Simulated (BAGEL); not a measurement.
# One shape, several levels: triplet AlClF2

We compute a comparison of 5 runs (UHF/STO-3G, UHF/3-21G, ROHF/6-31G*, UHF/6-31G*, ROHF/def2-SVPD) of triplet AlClF2. 

The results are computed with BAGEL 1.2.2.

11 further runs of the same task are left out: 1 that didn't finish, 10 set aside as unsound or not needed.

## Step 1: Starting point

The species is AlClF2 (4 atoms), meant as a triplet with charge 0. As SMILES of the parent species, `[F][Al]([F])[Cl]`. Geometry: relaxed at PBE0-D4/def2-TZVP. That shape belongs to the parent species and isn't relaxed for this state.

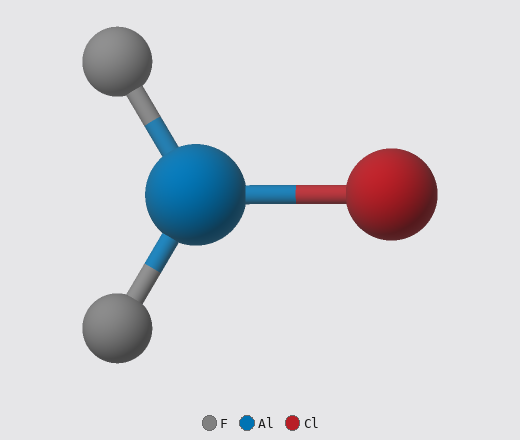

The structure, seen from a chosen angle (fluorine grey, aluminium blue, chlorine red).

## Step 2: The energy at UHF/STO-3G (density fitting with cc-pvqz-jkfit) (run 1)

job.json

```json
{ "bagel" : [

{
  "title" : "molecule",
  "basis" : "sto-3g",
  "df_basis" : "cc-pvqz-jkfit",
  "angstrom" : true,
  "geometry" : [
    { "atom" : "F", "xyz" : [       0.997200,       0.721760,       1.149640 ] },
    { "atom" : "Al", "xyz" : [       0.069280,      -0.050750,       0.053570 ] },
    { "atom" : "F", "xyz" : [       0.273490,      -1.653820,      -0.164660 ] },
    { "atom" : "Cl", "xyz" : [      -1.339980,       0.982810,      -1.038560 ] }
  ]
},

{ "title" : "uhf", "nopen" : 2 },

{ "title" : "print", "file" : "orbitals.molden", "orbitals" : true }

]}
```

The run is started by

```bash
$ BAGEL_NUM_THREADS=1 BAGEL job.json > job.out
```

What it wrote:

```text
* using 1 threads per process

  ===============================================================
  ===============================================================

  *** Geometry ***

  { "atom" : "F", "xyz" : [      1.884435,      1.363929,      2.172505 ] },
  { "atom" : "Al", "xyz" : [      0.130920,     -0.095904,      0.101233 ] },
  { "atom" : "F", "xyz" : [      0.516821,     -3.125267,     -0.311162 ] },
  { "atom" : "Cl", "xyz" : [     -2.532195,      1.857242,     -1.962594 ] },

  Number of auxiliary basis functions:      508

  Since a DF basis is specified, we compute 2- and 3-index integrals:
    o Being stored without compression. Storage requirement is 0.003 GB

  Number of basis functions:       28
  Number of electrons      :       48

    * METHOD: MOLECULE                             0.17

  *** Open-shell HF ***

  === Nuclear Repulsion ===
   198.3479351707

      * DIIS with orbital gradients will be used.

  === UHF iteration (sto-3g) ===
      0       -889.35280332          0.03262258           0.04
      1       -889.45468637          0.01179344           0.04
      2       -889.47017608          0.00481803           0.04
[... 18 lines of this table left out ...]
     21       -889.48098451          0.00000001           0.04
    * SCF iteration converged.

    * S^2 (UHF) is 2.0136

    * Permanent dipole moment:
           (    0.958609,    -0.701634,     0.740346) a.u.

    * METHOD: UHF                                  0.97

    * METHOD: PRINT                                0.00

  ===============================================================
```

Wall time 1.3 s (1 thread of Arm Neoverse V1, shared host).

## Step 3: A single-point energy at UHF/3-21G (density fitting with cc-pvqz-jkfit) (run 2)

input.json

```json
{ "bagel": [

{
  "title": "molecule",
  "basis": "3-21g",
  "df_basis": "cc-pvqz-jkfit",
  "angstrom": true,
  "geometry": [
    { "atom": "F", "xyz": [    0.997200,    0.721760,    1.149640 ] },
    { "atom": "Al", "xyz": [    0.069280,   -0.050750,    0.053570 ] },
    { "atom": "F", "xyz": [    0.273490,   -1.653820,   -0.164660 ] },
    { "atom": "Cl", "xyz": [   -1.339980,    0.982810,   -1.038560 ] }
  ]
},
{
  "title": "uhf",
  "nopen": 2
},
{
  "title": "print",
  "file": "orbitals.molden",
  "orbitals": true
}

]}
```

The run is started by

```bash
$ BAGEL_NUM_THREADS=1 BAGEL input.json > input.out
```

What it wrote:

```text
* using 1 threads per process

  ===============================================================
  ===============================================================

  *** Geometry ***

  { "atom" : "F", "xyz" : [      1.884435,      1.363929,      2.172505 ] },
  { "atom" : "Al", "xyz" : [      0.130920,     -0.095904,      0.101233 ] },
  { "atom" : "F", "xyz" : [      0.516821,     -3.125267,     -0.311162 ] },
  { "atom" : "Cl", "xyz" : [     -2.532195,      1.857242,     -1.962594 ] },

  Number of auxiliary basis functions:      508

  Since a DF basis is specified, we compute 2- and 3-index integrals:
    o Being stored without compression. Storage requirement is 0.008 GB

  Number of basis functions:       44
  Number of electrons      :       48

    * METHOD: MOLECULE                             0.18

  *** Open-shell HF ***

  === Nuclear Repulsion ===
   198.3479351707

      * DIIS with orbital gradients will be used.

  === UHF iteration (3-21g) ===
      0       -895.41689090          0.06943163           0.07
      1       -895.56612272          0.04638556           0.07
      2       -895.61724134          0.02775251           0.07
[... 14 lines of this table left out ...]
     17       -895.64458721          0.00000001           0.07
    * SCF iteration converged.

    * S^2 (UHF) is 2.0042

    * Permanent dipole moment:
           (    1.331072,    -0.974489,     1.028420) a.u.

    * METHOD: UHF                                  1.31

    * METHOD: PRINT                                0.01

  ===============================================================
```

Run time: 1.6 s. Hardware: 1 thread of Arm Neoverse V1, shared host.

Run 3 isn't shown in full; the table further down has it.

## Step 4: The energy at UHF/6-31G(d) (density fitting with cc-pvqz-jkfit, spherical functions) (run 4)

input.json

```json
{ "bagel" : [

{
  "title" : "molecule",
  "basis" : "6-31gs.json",
  "df_basis" : "cc-pvqz-jkfit",
  "angstrom" : true,
  "geometry" : [
    { "atom" : "F", "xyz" : [    0.997200,    0.721760,    1.149640 ] },
    { "atom" : "Al", "xyz" : [    0.069280,   -0.050750,    0.053570 ] },
    { "atom" : "F", "xyz" : [    0.273490,   -1.653820,   -0.164660 ] },
    { "atom" : "Cl", "xyz" : [   -1.339980,    0.982810,   -1.038560 ] }
  ]
},
{
  "title" : "uhf",
  "nopen" : 2
},
{
  "title" : "print",
  "file" : "orbitals.molden",
  "orbitals" : true
}

]}
```

The basis set 6-31G* is read from a file made from the Basis Set Exchange's data (not shown).

The run is started by

```bash
$ BAGEL_NUM_THREADS=1 BAGEL input.json > input.out
```

What it wrote:

```text
* using 1 threads per process

  ===============================================================
  ===============================================================

  *** Geometry ***

  { "atom" : "F", "xyz" : [      1.884435,      1.363929,      2.172505 ] },
  { "atom" : "Al", "xyz" : [      0.130920,     -0.095904,      0.101233 ] },
  { "atom" : "F", "xyz" : [      0.516821,     -3.125267,     -0.311162 ] },
  { "atom" : "Cl", "xyz" : [     -2.532195,      1.857242,     -1.962594 ] },

  Number of auxiliary basis functions:      508

  Since a DF basis is specified, we compute 2- and 3-index integrals:
    o Being stored without compression. Storage requirement is 0.017 GB

  Number of basis functions:       64
  Number of electrons      :       48

    * METHOD: MOLECULE                             0.23

  *** Open-shell HF ***

  === Nuclear Repulsion ===
   198.3479351707

      * DIIS with orbital gradients will be used.

  === UHF iteration (6-31gs.json) ===
      0       -899.92053221          0.05523744           0.11
      1       -900.08743485          0.04101361           0.11
      2       -900.16477217          0.02626020           0.10
[... 15 lines of this table left out ...]
     18       -900.21952896          0.00000000           0.11
    * SCF iteration converged.

    * S^2 (UHF) is 2.0091

    * Permanent dipole moment:
           (    1.507862,    -1.102323,     1.162131) a.u.

    * METHOD: UHF                                  2.17

    * METHOD: PRINT                                0.01

  ===============================================================
```

Wall time 2.5 s (1 thread of Arm Neoverse V1, shared host).

## Step 5: The energy at ROHF/def2-SVPD (density fitting with cc-pvqz-jkfit) (run 5)

job.json

```json
{ "bagel" : [

{
  "title" : "molecule",
  "basis" : "def2-svpd.json",
  "df_basis" : "cc-pvqz-jkfit",
  "angstrom" : true,
  "geometry" : [
    { "atom" : "F", "xyz" : [    0.997200,    0.721760,    1.149640 ] },
    { "atom" : "Al", "xyz" : [    0.069280,   -0.050750,    0.053570 ] },
    { "atom" : "F", "xyz" : [    0.273490,   -1.653820,   -0.164660 ] },
    { "atom" : "Cl", "xyz" : [   -1.339980,    0.982810,   -1.038560 ] }
  ]
},
{
  "title" : "rohf",
  "nopen" : 2
},
{
  "title" : "print",
  "file" : "orbitals.molden",
  "orbitals" : true
}

]}
```

The basis set def2-SVPD is read from a file made from the Basis Set Exchange's data (not shown).

The run is started by

```bash
$ BAGEL_NUM_THREADS=1 BAGEL job.json > job.out
```

What it wrote:

```text
* using 1 threads per process

  ===============================================================
  ===============================================================

  *** Geometry ***

  { "atom" : "F", "xyz" : [      1.884435,      1.363929,      2.172505 ] },
  { "atom" : "Al", "xyz" : [      0.130920,     -0.095904,      0.101233 ] },
  { "atom" : "F", "xyz" : [      0.516821,     -3.125267,     -0.311162 ] },
  { "atom" : "Cl", "xyz" : [     -2.532195,      1.857242,     -1.962594 ] },

  Number of auxiliary basis functions:      508

  Since a DF basis is specified, we compute 2- and 3-index integrals:
    o Being stored without compression. Storage requirement is 0.038 GB

  Number of basis functions:       97
  Number of electrons      :       48

    * METHOD: MOLECULE                             0.25

  *** Open-shell HF ***

  === Nuclear Repulsion ===
   198.3479351707

      * DIIS with orbital gradients will be used.

  === ROHF iteration (def2-svpd.json) ===
      0       -899.49429159          0.04961595           0.17
      1       -899.66607209          0.04421581           0.17
      2       -899.78896616          0.02765203           0.18
[... 21 lines of this table left out ...]
     24       -899.89412750          0.00000001           0.17
    * SCF iteration converged.

    * S^2 (ROHF) is 2.0000

    * Permanent dipole moment:
           (    1.512130,    -1.096790,     1.149784) a.u.

    * METHOD: ROHF                                 4.57

    * METHOD: PRINT                                0.02

  ===============================================================
```

Wall time 5.1 s (1 thread of Arm Neoverse V1, shared host); peak memory 0.13 GiB.

## Step 6: Overview of the runs

```tsv
run	level	energy (Eh)	dipole moment (D)	⟨S²⟩	wall time
1	UHF/STO-3G (density fitting with cc-pvqz-jkfit)	-889.480985	3.56	2.014	1.3 s
2	UHF/3-21G (density fitting with cc-pvqz-jkfit)	-895.644587	4.94	2.004	1.6 s
3	ROHF/6-31G* (density fitting with cc-pvqz-jkfit, spherical functions)	-900.214459	5.58	2.000	2.5 s
4	UHF/6-31G* (density fitting with cc-pvqz-jkfit, spherical functions)	-900.219529	5.59	2.009	2.5 s
5	ROHF/def2-SVPD (density fitting with cc-pvqz-jkfit)	-899.894127	5.58	2.000	5.1 s
```

## Step 7: Summary of results

| quantity | value |
| --- | --- |
| run 5: total energy | -899.89413 Eh |
| run 5: dipole moment | 5.58 D |
| run 5: ⟨S²⟩ | 2.000 |

What this shows: The dipole moment (its size) runs from 3.56 D (UHF/STO-3G) to 5.59 D (UHF/6-31G*). In run 1 the basis is minimal, so the values are rough. All runs together took 13 s, the longest 5.1 s.
